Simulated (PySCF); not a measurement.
**Run report: SiH₂ClO, single-point calculation**

- system: SiH₂ClO, multiplicity 2
- method: B2PLYP/STO-3G, UKS (PySCF 2.14.0)

A bond length was changed on purpose from its optimised value.

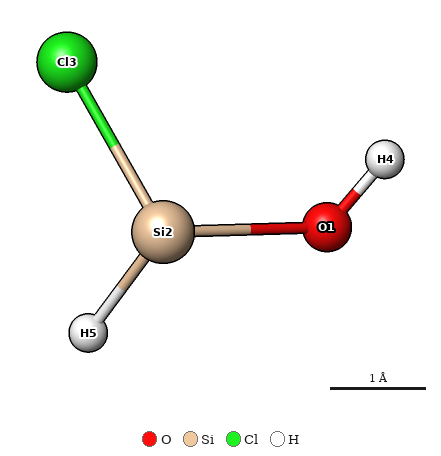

*The input geometry (ball-and-stick view, seen at a tilt; atoms are numbered from 1 in the order of the input).*

Bond lengths as drawn: Cl–Si 2.07 Å, H–O 0.96 Å, H–Si 1.49 Å and O–Si 1.97 Å.

Results in brief:

```tsv
quantity	value
outcome	converged
total energy	−816.255743 hartree
SCF energy	−816.226937 hartree
basis functions	25
⟨S²⟩	0.770
dipole moment	2.19 D
hardware	1 thread of Arm Neoverse V1, 24 GiB of memory available, shared host
wall time	8.7 s
peak memory	0.23 GiB
```

The input (run.py):
```python
from pyscf import gto, dft, mp

molecule = gto.M(
    atom='mol.xyz',
    spin=1,
    max_memory=1860,
    basis='sto-3g',
    verbose=3,
)

myscf = dft.UKS(molecule)
myscf.xc = '0.53*HF + 0.47*B88, 0.73*LYP'
myscf.grids.level = 5
myscf.conv_tol = 1e-10
myscf.kernel()
if not myscf.converged:
    myscf = myscf.newton().run(myscf.mo_coeff, myscf.mo_occ)

pt = mp.MP2(myscf, frozen=11).run()
energy = myscf.e_tot + 0.27 * pt.e_corr
print('PT2 part  %.8f' % (0.27 * pt.e_corr))
print('E = %.10f Eh' % energy)
```

File mol.xyz:
```
5

O     -0.948866    -0.614368    -0.978610
Si    -0.092300     0.479800     0.414000
Cl     1.606600    -0.440800     1.143600
H     -1.166866    -1.525568    -0.772110
H      0.316000     1.736300    -0.271100
```

Command:
```bash
OMP_NUM_THREADS=1 python run.py
```

Output:
```
WARN: HOMO -0.150435849654091 >= LUMO -0.150435849654092

converged SCF energy = -816.226936902216  <S^2> = 0.7695572  2S+1 = 2.0194625
E(UMP2) = -816.333627884139  E_corr = -0.106690981923521
E(SCS-UMP2) = -816.340696134941  E_corr = -0.113759232725774
PT2 part  -0.02880657
E = -816.2557434673 Eh
```
